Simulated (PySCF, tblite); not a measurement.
**C6H8S+ (doublet): geometry, infrared bands and EPR parameters**

Wanted: the infrared bands and EPR parameters of C6H8S+ (doublet) (`C=C([CH][CH2+])C(C)=S`), by calculation.

The runs use tblite 0.8.0 and PySCF 2.14.0, with density-fitted response routines of our own; the level of theory stands in each step. All values are computed, except where a source is named. Atoms are numbered from 0 throughout.

**1. The molecule as given**

15 atoms, charge 1, multiplicity 2; geometry from: force field or distance geometry start.

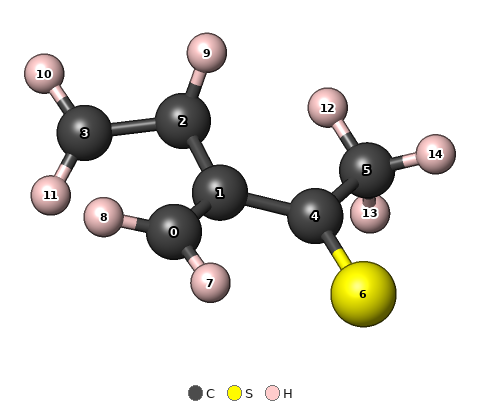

The starting geometry (carbon dark grey, sulfur yellow, hydrogen pink), atoms numbered; sticks join atoms by distance.

**2. Geometry optimisation with GFN2-xTB**

Job settings and geometry (Å):

```
{"job": {"kind": "relax", "xc": "GFN2-xTB", "basis": "xTB"}, "charge": 1, "multiplicity": 2}
C      0.837100     1.556100    -0.260100
C      0.165000     0.464400    -0.032900
C      0.792300    -0.887800     0.143500
C      2.095800    -0.832800    -0.529500
C     -1.297300     0.516300     0.104400
C     -2.052300    -0.745600     0.365200
S     -2.096800     1.956200    -0.068200
H      0.241800     2.484300    -0.351500
H      1.918300     1.587700    -0.359300
H      0.813300    -1.210000     1.200200
H      2.856400    -1.537300    -0.182900
H      2.341400    -0.154300    -1.328200
H     -1.291600    -1.484000     0.753400
H     -2.473800    -1.148700    -0.576300
H     -2.853700    -0.556500     1.100400
```

The run is started by

```sh
> OMP_NUM_THREADS=1 python probes_run.py task.json out
```

This one command runs all jobs of the session in turn.

**Question.** This job is followed by: GFN2-xTB harmonic vibrations, gas phase; UKS B3LYP, pcH-1 on C H S, non-relativistic, mean-field spin-orbit, GIAO. What will the session give for the following? strongest single infrared mode (GFN2-xTB); zero-point energy (GFN2-xTB); g(iso) (B3LYP); ⟨S²⟩; largest a(iso) (averaged by class).

**Answer**, as computed:

| quantity | value |
| --- | --- |
| strongest single infrared mode (GFN2-xTB) | 1552 cm⁻¹, 111 km/mol |
| zero-point energy (GFN2-xTB) | 72.5 kcal/mol |
| g(iso) (B3LYP) | 2.01168 |
| ⟨S²⟩ | 0.760 (exact 0.75) |
| largest a(iso) (averaged by class) | 13C on C4, -19.5 MHz |

In words: The optimisation took 156 steps and gained 1.385 eV; among the close pairs (by a distance rule), C2–C3 changed most, from 1.468 to 1.338 Å. All 39 modes are real, so the xTB geometry is a minimum. The strongest single mode, at 1552 cm⁻¹, moves mainly C1 and C0. GFN2-xTB is a fitted tight-binding method: band positions and strengths are rough. Its intensities can rank the bands wrongly. Most of the unpaired spin sits on S6 (0.71 e). The isotropic g lies 9.4 ppt above the free-electron value. The conformer search (at its own cheap level) found a structure 24.7 kcal/mol lower, too far down for a turn about a bond: it may have other bonds, so these spectra needn't be the molecule's.
